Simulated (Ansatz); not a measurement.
Consider CHFGeO (SMILES [CH]=[O+][Ge][F]) (charge +1, doublet).

```yaml
atoms:
  - { symbol: C, position_ang: [-1.2229, -1.1718, 0.1122] }
  - { symbol: F, position_ang: [-0.4858, 1.0113, 2.2224] }
  - { symbol: Ge, position_ang: [-0.6404, 1.8390, 0.7347] }
  - { symbol: O, position_ang: [-1.3979, -0.0282, -0.1781] }
  - { symbol: H, position_ang: [-1.7129, -2.0546, -0.3671] }
```

Geometry: PBE0-D3(BJ)/def2-SVP.

The calculation used isolated molecule in a Gaussian basis; Kohn-Sham density functional theory, functional PBE0 in Ansatz 0.2.0.

**What will maps of the electron density, electron localisation function and spin density show?**

C–O (1.19 Å): ρ is about 3.5 e/Å³ halfway; the ELF peaks at about 0.85 between the atoms (a multiple bond).
Ge–O (2.21 Å): ρ is about 0.38 e/Å³ halfway; the ELF peaks at about 0.90 in the valence shell of O, 0.6 Å from its nucleus, and is about 0.25 at the midpoint.
C–H (1.12 Å): the density is about 2 e/Å³ at the midpoint; the ELF climbs to about 1 towards the hydrogen, as it does in any bond to H (an ordinary covalent bond to hydrogen).
The unpaired spin (1 electron) lies mostly on C1 (about 0.7), O4 (about 0.2) and H5 (about 0.1), in electrons by Hirshfeld's partition.

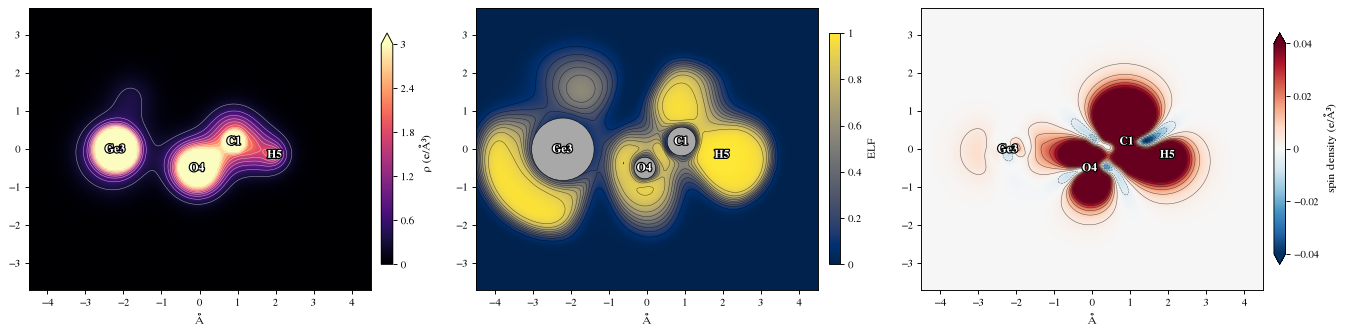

Computed electron density, electron localisation function and spin density on the plane of atoms O4, C1 and H5, in this order. Grey discs cover the atomic cores in the ELF map. 
